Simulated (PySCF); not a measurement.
# CF3: levels of theory, part 1 of 3

Aim: for CF3, compare levels of theory; the runs are relaxation, vibrations and intensities, relaxation with MP2, vibrations with MP2, relaxation with CCSD and vibrations with CCSD.

Method: relaxation, HF, def2-tzvpp, and further levels as typed in the inputs, in PySCF 2.14.0.

**1. The structure to begin with**

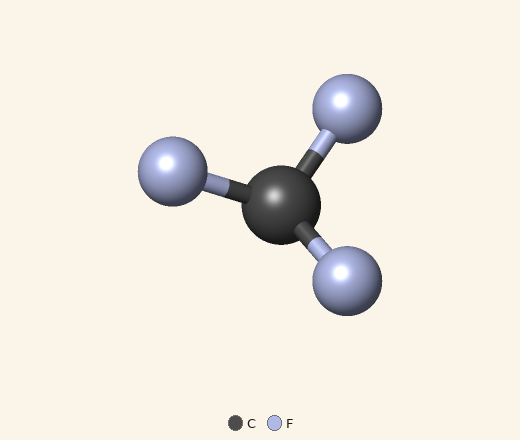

The starting structure, seen from a chosen angle (carbon dark grey, fluorine light blue).

Structure file:

```xyz
4

C     0.0000    0.0000    0.3500
F     1.2600    0.0000    0.0000
F    -0.6300    1.0912    0.0000
F    -0.6300   -1.0912    0.0000
```

**2. Relaxation: CF3**

Input file run.py:

```python
from pyscf import gto, scf
from pyscf.geomopt.geometric_solver import optimize
mol = gto.M(atom="mol.xyz", basis="def2-tzvpp", spin=1, verbose=4)
mf = scf.UHF(mol).run(conv_tol=1e-9)
m = optimize(mf, maxsteps=60)
print("optimised structure (A):")
for k in range(m.natm): print(m.atom_symbol(k), *(f"{x:.8f}" for x in m.atom_coords(unit="A")[k]))
```

Started as:

```bash
> python run.py
```

Output:

```text
[INPUT] num. atoms = 4
[INPUT] num. electrons = 33
[INPUT] charge = 0
[INPUT] spin (= nelec alpha-beta = 2S) = 1
[INPUT] symmetry False subgroup None
[INPUT] Mole.unit = angstrom
[INPUT] Symbol           X                Y                Z      unit          X                Y                Z       unit  Magmom
[INPUT]  1 C      0.000000000000   0.000000000000   0.350000000000 AA    0.000000000000   0.000000000000   0.661404143598 Bohr   0.0
[INPUT]  2 F      1.260000000000   0.000000000000   0.000000000000 AA    2.381054916952   0.000000000000   0.000000000000 Bohr   0.0
[INPUT]  3 F     -0.630000000000   1.091192000000   0.000000000000 AA   -1.190527458476   2.062054029316   0.000000000000 Bohr   0.0
[INPUT]  4 F     -0.630000000000  -1.091192000000   0.000000000000 AA   -1.190527458476  -2.062054029316   0.000000000000 Bohr   0.0

nuclear repulsion = 124.476766919108
number of shells = 44
number of NR pGTOs = 184
number of NR cGTOs = 124
basis = def2-tzvpp
ecp = {}

******** <class 'pyscf.scf.uhf.UHF'> ********
method = UHF
initial guess = minao
damping factor = 0
level_shift factor = 0
DIIS = <class 'pyscf.scf.diis.CDIIS'>
diis_start_cycle = 1
diis_space = 8
diis_damp = 0
SCF conv_tol = 1e-09
SCF conv_tol_grad = None
SCF max_cycles = 50
direct_scf = True
direct_scf_tol = 1e-13
number electrons alpha = 17  beta = 16
Set gradient conv threshold to 3.16228e-05
init E= -336.851492505174
[... the frontier-level lines of each cycle are left out ...]


cycle= 1 E= -336.127491735718  delta_E= 0.724  |g|= 0.608  |ddm|= 1.59
cycle= 2 E= -336.241668035185  delta_E= -0.114  |g|= 0.352  |ddm|= 0.858
cycle= 3 E= -336.280018784479  delta_E= -0.0384  |g|= 0.0586  |ddm|= 0.152
cycle= 4 E= -336.28270011345  delta_E= -0.00268  |g|= 0.0224  |ddm|= 0.104
cycle= 5 E= -336.283371976154  delta_E= -0.000672  |g|= 0.00847  |ddm|= 0.064
cycle= 6 E= -336.283495639172  delta_E= -0.000124  |g|= 0.00337  |ddm|= 0.024
cycle= 7 E= -336.283514090308  delta_E= -1.85e-05  |g|= 0.00103  |ddm|= 0.00799
cycle= 8 E= -336.283515558501  delta_E= -1.47e-06  |g|= 0.000249  |ddm|= 0.00196
cycle= 9 E= -336.283515638239  delta_E= -7.97e-08  |g|= 5.22e-05  |ddm|= 0.000549
cycle= 10 E= -336.283515641004  delta_E= -2.76e-09  |g|= 1.6e-05  |ddm|= 7.25e-05
cycle= 11 E= -336.28351564126  delta_E= -2.56e-10  |g|= 5.54e-06  |ddm|= 2.16e-05
Extra cycle  E= -336.283515641285  delta_E= -2.52e-11  |g|= 2.94e-06  |ddm|= 4.35e-06
converged SCF energy = -336.283515641285  <S^2> = 0.75425855  2S+1 = 2.004254
Create scanner for <class 'pyscf.grad.uhf.Gradients'>
Create scanner for <class 'pyscf.scf.uhf.UHF'>

Geometry optimization cycle 1
Cartesian coordinates (Angstrom)
 Atom        New coordinates             dX        dY        dZ
   C   0.000000   0.000000   0.350000    0.000000  0.000000 -0.000000
   F   1.260000   0.000000   0.000000    0.000000  0.000000  0.000000
   F  -0.630000   1.091192   0.000000    0.000000  0.000000  0.000000
   F  -0.630000  -1.091192   0.000000    0.000000  0.000000  0.000000

WARN: Mole.unit (angstrom) is changed to Bohr

New geometry
   1 C      0.000000000000   0.000000000000   0.350000000000 AA    0.000000000000   0.000000000000   0.661404143598 Bohr
   2 F      1.260000000000   0.000000000000   0.000000000000 AA    2.381054916952   0.000000000000   0.000000000000 Bohr
   3 F     -0.630000000000   1.091192000000   0.000000000000 AA   -1.190527458476   2.062054029316   0.000000000000 Bohr
   4 F     -0.630000000000  -1.091192000000   0.000000000000 AA   -1.190527458476  -2.062054029316   0.000000000000 Bohr

******** <class 'pyscf.scf.hf.UHF_Scanner'> ********
method = UHF_Scanner
initial guess = minao
damping factor = 0
level_shift factor = 0
DIIS = <class 'pyscf.scf.diis.CDIIS'>
diis_start_cycle = 1
diis_space = 8
diis_damp = 0
SCF conv_tol = 1e-09
SCF conv_tol_grad = None
SCF max_cycles = 50
direct_scf = True
direct_scf_tol = 1e-13
number electrons alpha = 17  beta = 16
Set gradient conv threshold to 3.16228e-05
init E= -336.283515641285
cycle= 1 E= -336.283515641291  delta_E= -5.91e-12  |g|= 1.69e-06  |ddm|= 2.34e-06
Extra cycle  E= -336.283515641294  delta_E= -3.07e-12  |g|= 9.63e-07  |ddm|= 1.27e-06
converged SCF energy = -336.283515641294  <S^2> = 0.75425872  2S+1 = 2.0042542

******** <class 'pyscf.grad.rhf.Gradients_Scanner'> for <class 'pyscf.scf.hf.UHF_Scanner'> ********
unit = Eh/Bohr
--------------- UHF_Scanner gradients ---------------
         x                y                z
0 C    -0.0000000037    -0.0000000000    -0.0127162096
1 F     0.0223057555     0.0000000000     0.0042387359
2 F    -0.0111528759     0.0193173449     0.0042387369
3 F    -0.0111528759    -0.0193173449     0.0042387369
----------------------------------------------
cycle 1: E = -336.283515641  dE = -336.284  norm(grad) = 0.0413309

Geometry optimization cycle 2
Cartesian coordinates (Angstrom)
 Atom        New coordinates             dX        dY        dZ
   C  -0.000000   0.000000   0.457176   -0.000000  0.000000  0.107176
   F   1.193374   0.000000  -0.035725   -0.066626  0.000000 -0.035725
   F  -0.596687   1.033492  -0.035725    0.033313 -0.057700 -0.035725
   F  -0.596687  -1.033492  -0.035725    0.033313  0.057700 -0.035725
New geometry
   1 C     -0.000000001574   0.000000000002   0.457175699697 AA   -0.000000002974   0.000000000004   0.863936863233 Bohr
   2 F      1.193373714213   0.000000000001  -0.035725233602 AA    2.255149484117   0.000000000003  -0.067510907244 Bohr
   3 F     -0.596686856323   1.033491953996  -0.035725233048 AA   -1.127574740578   1.953016744993  -0.067510906198 Bohr
   4 F     -0.596686856324  -1.033491953991  -0.035725233049 AA   -1.127574740579  -1.953016744985  -0.067510906199 Bohr

******** <class 'pyscf.scf.hf.UHF_Scanner'> ********
method = UHF_Scanner
initial guess = minao
damping factor = 0
level_shift factor = 0
DIIS = <class 'pyscf.scf.diis.CDIIS'>
diis_start_cycle = 1
diis_space = 8
diis_damp = 0
SCF conv_tol = 1e-09
SCF conv_tol_grad = None
SCF max_cycles = 50
direct_scf = True
direct_scf_tol = 1e-13
number electrons alpha = 17  beta = 16
Set gradient conv threshold to 3.16228e-05
init E= -336.28713903167
cycle= 1 E= -336.273271080794  delta_E= 0.0139  |g|= 0.069  |ddm|= 0.16
cycle= 2 E= -336.276084726963  delta_E= -0.00281  |g|= 0.0352  |ddm|= 0.0539
cycle= 3 E= -336.276612116066  delta_E= -0.000527  |g|= 0.0139  |ddm|= 0.0196
cycle= 4 E= -336.276777060653  delta_E= -0.000165  |g|= 0.00164  |ddm|= 0.0172
cycle= 5 E= -336.276779870486  delta_E= -2.81e-06  |g|= 0.000518  |ddm|= 0.00251
cycle= 6 E= -336.276780142288  delta_E= -2.72e-07  |g|= 0.00017  |ddm|= 0.000731
cycle= 7 E= -336.276780173416  delta_E= -3.11e-08  |g|= 4.68e-05  |ddm|= 0.000267
cycle= 8 E= -336.276780175846  delta_E= -2.43e-09  |g|= 1.58e-05  |ddm|= 5.69e-05
cycle= 9 E= -336.276780176108  delta_E= -2.62e-10  |g|= 5.49e-06  |ddm|= 1.8e-05
Extra cycle  E= -336.276780176132  delta_E= -2.35e-11  |g|= 3.14e-06  |ddm|= 4.61e-06
converged SCF energy = -336.276780176132  <S^2> = 0.75402844  2S+1 = 2.0040244

******** <class 'pyscf.grad.rhf.Gradients_Scanner'> for <class 'pyscf.scf.hf.UHF_Scanner'> ********
unit = Eh/Bohr
--------------- UHF_Scanner gradients ---------------
         x                y                z
0 C    -0.0000000020     0.0000000000     0.0638494305
1 F    -0.0247171890    -0.0000000000    -0.0212831440
2 F     0.0123585955    -0.0214057139    -0.0212831433
3 F     0.0123585955     0.0214057139    -0.0212831433
----------------------------------------------
cycle 2: E = -336.276780176  dE = 0.00673547  norm(grad) = 0.0852554

Geometry optimization cycle 3
Cartesian coordinates (Angstrom)
 Atom        New coordinates             dX        dY        dZ
   C  -0.000000   0.000000   0.405393    0.000000 -0.000000 -0.051783
   F   1.224721   0.000000  -0.018464    0.031347 -0.000000  0.017261
   F  -0.612361   1.060640  -0.018464   -0.015674  0.027148  0.017261
   F  -0.612361  -1.060640  -0.018464   -0.015674 -0.027148  0.017261
New geometry
   1 C     -0.000000000436   0.000000000000   0.405393167142 AA   -0.000000000823   0.000000000001   0.766082058668 Bohr
   2 F      1.224721114008   0.000000000000  -0.018464389140 AA    2.314387484448   0.000000000000  -0.034892638533 Bohr
   3 F     -0.612360556787   1.060639593982  -0.018464389001 AA   -1.157193741813   2.004318349497  -0.034892638269 Bohr
   4 F     -0.612360556787  -1.060639593982  -0.018464389001 AA   -1.157193741813  -2.004318349495  -0.034892638269 Bohr

******** <class 'pyscf.scf.hf.UHF_Scanner'> ********
method = UHF_Scanner
initial guess = minao
damping factor = 0
level_shift factor = 0
DIIS = <class 'pyscf.scf.diis.CDIIS'>
diis_start_cycle = 1
diis_space = 8
diis_damp = 0
SCF conv_tol = 1e-09
SCF conv_tol_grad = None
SCF max_cycles = 50
direct_scf = True
direct_scf_tol = 1e-13
number electrons alpha = 17  beta = 16
Set gradient conv threshold to 3.16228e-05
init E= -336.280334535048
cycle= 1 E= -336.28406527053  delta_E= -0.00373  |g|= 0.0305  |ddm|= 0.0788
cycle= 2 E= -336.284688805997  delta_E= -0.000624  |g|= 0.0145  |ddm|= 0.025
cycle= 3 E= -336.284800131728  delta_E= -0.000111  |g|= 0.00674  |ddm|= 0.00984
cycle= 4 E= -336.284832944785  delta_E= -3.28e-05  |g|= 0.000731  |ddm|= 0.00742
cycle= 5 E= -336.284833500808  delta_E= -5.56e-07  |g|= 0.000232  |ddm|= 0.00111
cycle= 6 E= -336.284833558766  delta_E= -5.8e-08  |g|= 6.67e-05  |ddm|= 0.000381
cycle= 7 E= -336.284833563731  delta_E= -4.97e-09  |g|= 1.82e-05  |ddm|= 0.000107
cycle= 8 E= -336.284833564081  delta_E= -3.5e-10  |g|= 4.8e-06  |ddm|= 2.72e-05
Extra cycle  E= -336.2848335641  delta_E= -1.88e-11  |g|= 2.59e-06  |ddm|= 4.41e-06
converged SCF energy = -336.2848335641  <S^2> = 0.75407123  2S+1 = 2.0040671

******** <class 'pyscf.grad.rhf.Gradients_Scanner'> for <class 'pyscf.scf.hf.UHF_Scanner'> ********
unit = Eh/Bohr
--------------- UHF_Scanner gradients ---------------
         x                y                z
0 C    -0.0000000022     0.0000000000     0.0244527728
1 F    -0.0018436598    -0.0000000000    -0.0081509248
2 F     0.0009218310    -0.0015966591    -0.0081509240
3 F     0.0009218310     0.0015966591    -0.0081509240
----------------------------------------------
cycle 3: E = -336.284833564  dE = -0.00805339  norm(grad) = 0.0284156

Geometry optimization cycle 4
Cartesian coordinates (Angstrom)
 Atom        New coordinates             dX        dY        dZ
   C  -0.000000   0.000000   0.379906   -0.000000  0.000000 -0.025487
   F   1.232273   0.000000  -0.009969    0.007552  0.000000  0.008496
   F  -0.616137   1.067180  -0.009969   -0.003776  0.006541  0.008496
   F  -0.616137  -1.067180  -0.009969   -0.003776 -0.006541  0.008496
New geometry
   1 C     -0.000000001162   0.000000000001   0.379906367642 AA   -0.000000002196   0.000000000001   0.717918987823 Bohr
   2 F      1.232273440221   0.000000000001  -0.009968789469 AA    2.328659312593   0.000000000002  -0.018838281890 Bohr
   3 F     -0.616136719532   1.067180105211  -0.009968789089 AA   -1.164329655204   2.016678124433  -0.018838281172 Bohr
   4 F     -0.616136719531  -1.067180105210  -0.009968789090 AA   -1.164329655202  -2.016678124431  -0.018838281173 Bohr

******** <class 'pyscf.scf.hf.UHF_Scanner'> ********
method = UHF_Scanner
initial guess = minao
damping factor = 0
level_shift factor = 0
DIIS = <class 'pyscf.scf.diis.CDIIS'>
diis_start_cycle = 1
diis_space = 8
diis_damp = 0
SCF conv_tol = 1e-09
SCF conv_tol_grad = None
SCF max_cycles = 50
direct_scf = True
direct_scf_tol = 1e-13
number electrons alpha = 17  beta = 16
Set gradient conv threshold to 3.16228e-05
init E= -336.296857405219
cycle= 1 E= -336.285540967093  delta_E= 0.0113  |g|= 0.0135  |ddm|= 0.0395
cycle= 2 E= -336.285667869222  delta_E= -0.000127  |g|= 0.00595  |ddm|= 0.0112
cycle= 3 E= -336.285688985091  delta_E= -2.11e-05  |g|= 0.0029  |ddm|= 0.0046
cycle= 4 E= -336.285694147074  delta_E= -5.16e-06  |g|= 0.000371  |ddm|= 0.00278
cycle= 5 E= -336.285694268894  delta_E= -1.22e-07  |g|= 0.000112  |ddm|= 0.000523
cycle= 6 E= -336.285694281026  delta_E= -1.21e-08  |g|= 4.31e-05  |ddm|= 0.000162
cycle= 7 E= -336.285694283169  delta_E= -2.14e-09  |g|= 1.38e-05  |ddm|= 7.85e-05
cycle= 8 E= -336.285694283397  delta_E= -2.28e-10  |g|= 5.86e-06  |ddm|= 1.85e-05
Extra cycle  E= -336.285694283427  delta_E= -3e-11  |g|= 3.65e-06  |ddm|= 4.73e-06
converged SCF energy = -336.285694283427  <S^2> = 0.75408106  2S+1 = 2.0040769

******** <class 'pyscf.grad.rhf.Gradients_Scanner'> for <class 'pyscf.scf.hf.UHF_Scanner'> ********
unit = Eh/Bohr
--------------- UHF_Scanner gradients ---------------
         x                y                z
0 C    -0.0000000012     0.0000000000     0.0008474198
1 F    -0.0006971960    -0.0000000000    -0.0002824735
2 F     0.0003485986    -0.0006037894    -0.0002824731
3 F     0.0003485986     0.0006037894    -0.0002824731
----------------------------------------------
cycle 4: E = -336.285694283  dE = -0.000860719  norm(grad) = 0.00155427

Geometry optimization cycle 5
Cartesian coordinates (Angstrom)
 Atom        New coordinates             dX        dY        dZ
   C   0.000000   0.000000   0.378465    0.000000 -0.000000 -0.001442
   F   1.233295   0.000000  -0.009488    0.001021  0.000000  0.000481
   F  -0.616647   1.068064  -0.009488   -0.000511  0.000884  0.000481
   F  -0.616647  -1.068064  -0.009488   -0.000511 -0.000884  0.000481
New geometry
   1 C      0.000000000221   0.000000000000   0.378464657339 AA    0.000000000417   0.000000000001   0.715194550199 Bohr
   2 F      1.233294519379   0.000000000002  -0.009488219115 AA    2.330588872553   0.000000000004  -0.017930135537 Bohr
   3 F     -0.616647259806   1.068064383043  -0.009488219114 AA   -1.165294436497   2.018349167354  -0.017930135535 Bohr
   4 F     -0.616647259803  -1.068064383044  -0.009488219114 AA   -1.165294436492  -2.018349167356  -0.017930135536 Bohr

******** <class 'pyscf.scf.hf.UHF_Scanner'> ********
method = UHF_Scanner
initial guess = minao
damping factor = 0
level_shift factor = 0
DIIS = <class 'pyscf.scf.diis.CDIIS'>
diis_start_cycle = 1
diis_space = 8
diis_damp = 0
SCF conv_tol = 1e-09
SCF conv_tol_grad = None
SCF max_cycles = 50
direct_scf = True
direct_scf_tol = 1e-13
number electrons alpha = 17  beta = 16
Set gradient conv threshold to 3.16228e-05
init E= -336.284831906972
cycle= 1 E= -336.285696876893  delta_E= -0.000865  |g|= 0.000917  |ddm|= 0.00219
cycle= 2 E= -336.285697405591  delta_E= -5.29e-07  |g|= 0.000431  |ddm|= 0.000745
cycle= 3 E= -336.285697499761  delta_E= -9.42e-08  |g|= 0.000193  |ddm|= 0.000288
cycle= 4 E= -336.285697527847  delta_E= -2.81e-08  |g|= 2.83e-05  |ddm|= 0.000222
cycle= 5 E= -336.285697528402  delta_E= -5.56e-10  |g|= 8.98e-06  |ddm|= 3.18e-05
Extra cycle  E= -336.285697528475  delta_E= -7.23e-11  |g|= 4.34e-06  |ddm|= 1.16e-05
converged SCF energy = -336.285697528475  <S^2> = 0.75408627  2S+1 = 2.0040821

******** <class 'pyscf.grad.rhf.Gradients_Scanner'> for <class 'pyscf.scf.hf.UHF_Scanner'> ********
unit = Eh/Bohr
--------------- UHF_Scanner gradients ---------------
         x                y                z
0 C    -0.0000000002    -0.0000000000    -0.0000322438
1 F     0.0000873016    -0.0000000000     0.0000107479
2 F    -0.0000436507     0.0000756048     0.0000107480
3 F    -0.0000436507    -0.0000756048     0.0000107480
----------------------------------------------
cycle 5: E = -336.285697528  dE = -3.24505e-06  norm(grad) = 0.000155726

Geometry optimization cycle 6
Cartesian coordinates (Angstrom)
 Atom        New coordinates             dX        dY        dZ
   C  -0.000000   0.000000   0.378551   -0.000000  0.000000  0.000087
   F   1.233197   0.000000  -0.009517   -0.000097  0.000000 -0.000029
   F  -0.616599   1.067980  -0.009517    0.000049 -0.000084 -0.000029
   F  -0.616599  -1.067980  -0.009517    0.000049  0.000084 -0.000029
New geometry
   1 C     -0.000000000178   0.000000000001   0.378551434877 AA   -0.000000000336   0.000000000002   0.715358535978 Bohr
   2 F      1.233197479896   0.000000000003  -0.009517145014 AA    2.330405494508   0.000000000006  -0.017984797565 Bohr
   3 F     -0.616598739866   1.067980345753  -0.009517144931 AA   -1.165202747099   2.018190359891  -0.017984797408 Bohr
   4 F     -0.616598739862  -1.067980345754  -0.009517144932 AA   -1.165202747090  -2.018190359893  -0.017984797409 Bohr

******** <class 'pyscf.scf.hf.UHF_Scanner'> ********
method = UHF_Scanner
initial guess = minao
damping factor = 0
level_shift factor = 0
DIIS = <class 'pyscf.scf.diis.CDIIS'>
diis_start_cycle = 1
diis_space = 8
diis_damp = 0
SCF conv_tol = 1e-09
SCF conv_tol_grad = None
SCF max_cycles = 50
direct_scf = True
direct_scf_tol = 1e-13
number electrons alpha = 17  beta = 16
Set gradient conv threshold to 3.16228e-05
init E= -336.285836865445
cycle= 1 E= -336.285697552172  delta_E= 0.000139  |g|= 7.17e-05  |ddm|= 0.000158
cycle= 2 E= -336.285697554895  delta_E= -2.72e-09  |g|= 3.26e-05  |ddm|= 5.65e-05
cycle= 3 E= -336.285697555382  delta_E= -4.88e-10  |g|= 1.32e-05  |ddm|= 2.03e-05
Extra cycle  E= -336.285697555492  delta_E= -1.1e-10  |g|= 6.68e-06  |ddm|= 1.1e-05
converged SCF energy = -336.285697555492  <S^2> = 0.75408576  2S+1 = 2.0040816

******** <class 'pyscf.grad.rhf.Gradients_Scanner'> for <class 'pyscf.scf.hf.UHF_Scanner'> ********
unit = Eh/Bohr
--------------- UHF_Scanner gradients ---------------
         x                y                z
0 C    -0.0000000002    -0.0000000000    -0.0000007566
1 F    -0.0000041902    -0.0000000000     0.0000002522
2 F     0.0000020952    -0.0000036288     0.0000002522
3 F     0.0000020952     0.0000036288     0.0000002522
----------------------------------------------
cycle 6: E = -336.285697555  dE = -2.70173e-08  norm(grad) = 7.31002e-06
optimised structure (A):
C -0.00000000 0.00000000 0.37855143
F 1.23319748 0.00000000 -0.00951715
F -0.61659874 1.06798035 -0.00951714
F -0.61659874 -1.06798035 -0.00951714
```

It took 21 s on 4 threads of AMD EPYC 9R45 (Zen 5), shared host.

**3. Vibrations and intensities: vibrations and intensities, HF, def2-tzvpp**

It takes the final geometry of step 2.

Input file run.py:

```python
from pyscf import gto, scf
from pyscf.hessian import thermo
mol = gto.M(atom="mol.xyz", basis="def2-tzvpp", spin=1, verbose=4)
mf = scf.UHF(mol).run(conv_tol=1e-9)
h = mf.Hessian().kernel()
f = thermo.harmonic_analysis(mol, h)
x = mol.atom_coords(); mol.verbose = 0
def dipole(d):
    m = mol.set_geom_(x + d, unit="Bohr", inplace=False)
    return scf.UHF(m).run(mf.make_rdm1(), conv_tol=1e-10).dip_moment(unit='AU', verbose=0)
print("harmonic vibrations: frequency (1/cm), infrared intensity (km/mol)")
for w, q in zip(f["freq_wavenumber"], f["norm_mode"]):
    d = (dipole(0.05 * q) - dipole(-0.05 * q)) / 0.1
    print(f"  {w.real - w.imag:9.2f} {974.88 * d @ d:9.2f}")
```

Started as:

```bash
> python run.py
```

Output:

```text
[INPUT] num. atoms = 4
[INPUT] num. electrons = 33
[INPUT] charge = 0
[INPUT] spin (= nelec alpha-beta = 2S) = 1
[INPUT] symmetry False subgroup None
[INPUT] Mole.unit = angstrom
[INPUT] Symbol           X                Y                Z      unit          X                Y                Z       unit  Magmom
[INPUT]  1 C      0.000000000000   0.000000000000   0.378551430000 AA    0.000000000000   0.000000000000   0.715358526762 Bohr   0.0
[INPUT]  2 F      1.233197480000   0.000000000000  -0.009517150000 AA    2.330405494704   0.000000000000  -0.017984806986 Bohr   0.0
[INPUT]  3 F     -0.616598740000   1.067980350000  -0.009517140000 AA   -1.165202747352   2.018190367917  -0.017984788089 Bohr   0.0
[INPUT]  4 F     -0.616598740000  -1.067980350000  -0.009517140000 AA   -1.165202747352  -2.018190367917  -0.017984788089 Bohr   0.0

nuclear repulsion = 126.512508288737
number of shells = 44
number of NR pGTOs = 184
number of NR cGTOs = 124
basis = def2-tzvpp
ecp = {}

******** <class 'pyscf.scf.uhf.UHF'> ********
method = UHF
initial guess = minao
damping factor = 0
level_shift factor = 0
DIIS = <class 'pyscf.scf.diis.CDIIS'>
diis_start_cycle = 1
diis_space = 8
diis_damp = 0
SCF conv_tol = 1e-09
SCF conv_tol_grad = None
SCF max_cycles = 50
direct_scf = True
direct_scf_tol = 1e-13
number electrons alpha = 17  beta = 16
Set gradient conv threshold to 3.16228e-05
init E= -336.964821047614
[... the frontier-level lines of each cycle are left out ...]


cycle= 1 E= -336.135863950317  delta_E= 0.829  |g|= 0.603  |ddm|= 1.57
cycle= 2 E= -336.247269708464  delta_E= -0.111  |g|= 0.34  |ddm|= 0.823
cycle= 3 E= -336.282683468918  delta_E= -0.0354  |g|= 0.0564  |ddm|= 0.147
cycle= 4 E= -336.285054635916  delta_E= -0.00237  |g|= 0.0209  |ddm|= 0.0972
cycle= 5 E= -336.285591679705  delta_E= -0.000537  |g|= 0.00752  |ddm|= 0.0563
cycle= 6 E= -336.285683615807  delta_E= -9.19e-05  |g|= 0.00291  |ddm|= 0.0203
cycle= 7 E= -336.285696542492  delta_E= -1.29e-05  |g|= 0.000851  |ddm|= 0.00638
cycle= 8 E= -336.285697501062  delta_E= -9.59e-07  |g|= 0.000205  |ddm|= 0.00154
cycle= 9 E= -336.285697553464  delta_E= -5.24e-08  |g|= 4.37e-05  |ddm|= 0.000456
cycle= 10 E= -336.285697555342  delta_E= -1.88e-09  |g|= 1.29e-05  |ddm|= 6.51e-05
cycle= 11 E= -336.285697555503  delta_E= -1.62e-10  |g|= 4.33e-06  |ddm|= 1.87e-05
Extra cycle  E= -336.285697555518  delta_E= -1.48e-11  |g|= 2.22e-06  |ddm|= 3.21e-06
converged SCF energy = -336.285697555518  <S^2> = 0.75408556  2S+1 = 2.0040814
harmonic vibrations: frequency (1/cm), infrared intensity (km/mol)
     560.86      3.39
     560.86      3.39
     770.17     20.39
    1214.48     67.38
    1420.76    407.93
    1420.76    407.94
```

Run time: 41 s. Hardware: 4 threads of AMD EPYC 9R45 (Zen 5), shared host.

Harmonic frequencies from the force constants, with isotope-averaged masses (PySCF's default) and rigid motions projected out (i: imaginary):

```csv
mode,cm⁻¹,IR (km/mol)
1,561,3.4
2,561,3.4
3,770,20.4
4,1214,67.4
5,1421,407.9
6,1421,407.9
```

(Continued in part 2 of 3.)
